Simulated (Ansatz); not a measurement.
## Fields on a plane of ZrGeS (space group P4/nmm)

```yaml
crystal:
  lattice:
    - [3.57543, 0.00000, 0.00000]
    - [0.00000, 3.57543, 0.00000]
    - [0.00000, 0.00000, 7.93433]
  atoms:
    - { symbol: Zr, position: [0.00000, 0.50000, 0.72348] }
    - { symbol: Zr, position: [0.50000, 0.00000, 0.27652] }
    - { symbol: Ge, position: [0.50000, 0.50000, 0.00000] }
    - { symbol: Ge, position: [0.00000, 0.00000, 0.00000] }
    - { symbol: S, position: [0.00000, 0.50000, 0.37984] }
    - { symbol: S, position: [0.50000, 0.00000, 0.62016] }
```

The slice is a (010) plane (indices of the conventional cell) through the point (0.500, 0.000, 0.277) (fractional), spanned by u = [100] and v = [001] in vectors of this cell: u (3.58 Å) and v (7.93 Å, at 90° to u). It covers one period; positions are fractions (u, v).

Atoms on it: Zr at (0.00, 0.00); Ge at (0.50, 0.72); S at (0.00, 0.34).

Level of theory: LDA (plane waves to 420 eV, PAW, scalar-relativistic; Ansatz, a program for electronic structure). k mesh 13×13×6. Inside the PAW spheres the values are not all-electron values, and peaks at nuclei hang on which shells count as valence. ZrGeS is run without spin polarisation. ZrGeS was relaxed with its symmetry unable to fall.

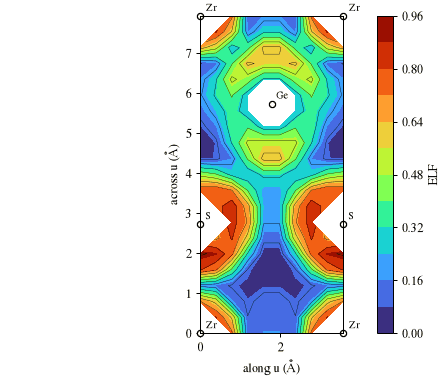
Figure. Electron localisation function (ELF), one period of the plane, atoms marked. Points within 0.5 Å of a nucleus are left white, as the pseudised field means little there.

```
|xxx ** xx|
|xx =**= x|
|  -:  :- |
|*+:xxxx:+|
|#* xxxx *|
|%* xxxx *|
|%#:xxxx:#|
|@@#-xx-#@|
|@@@%##%@@|
|*#%%##%%#|
|xx=####=x|
|xxx*##*xx|
|xxx+%%+xx|
|xxx*@@*xx|
|xx-%@@%-x|
|:=#@@@@#=|
|  =#@@#= |
|xx =##= x|
|xxx ** xx|
|xxx ** xx|
```
Scale: ten equal steps from 3.00 (start of ' ') to 11.12 (end of '@'), in the order ' .:-=+*#%@'. Values: electrostatic potential energy of an electron, from the cell's mean, in eV. The map has 9 points along u (one character each, u = 0 at the left) and 20 along v (v = 0 in the bottom row). Points within 1 Å of a nucleus are blanked (x), as the pseudised field means little there. Values under 3 eV are set to 3. The zero, the cell's mean, hangs on the PAW cores.
